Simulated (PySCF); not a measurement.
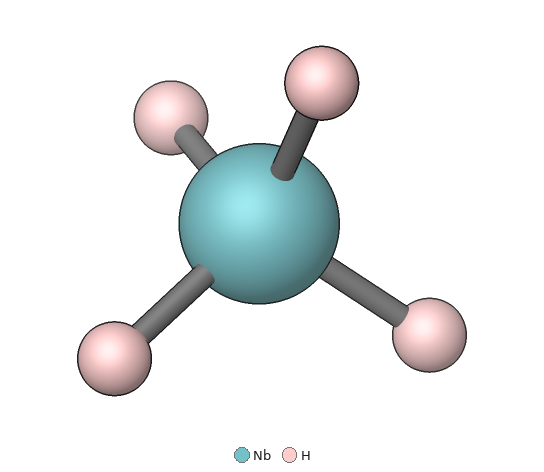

A molecule with one transition-metal atom. State: charge +1, singlet. Computed geometry: PBE0/def2-TZVP with core potentials optimisation.

Question: Describe the coordination sphere.

Answer: Nb binds 4 atoms: 4 H at 1.72 Å. The arrangement is tetrahedral.

Question: Give the formal oxidation state and the d-electron count.

Answer: Nb(V), d⁰, counting the ligands as closed-shell ions or neutral donors.

The search tried a few shapes and spins; others may lie lower.
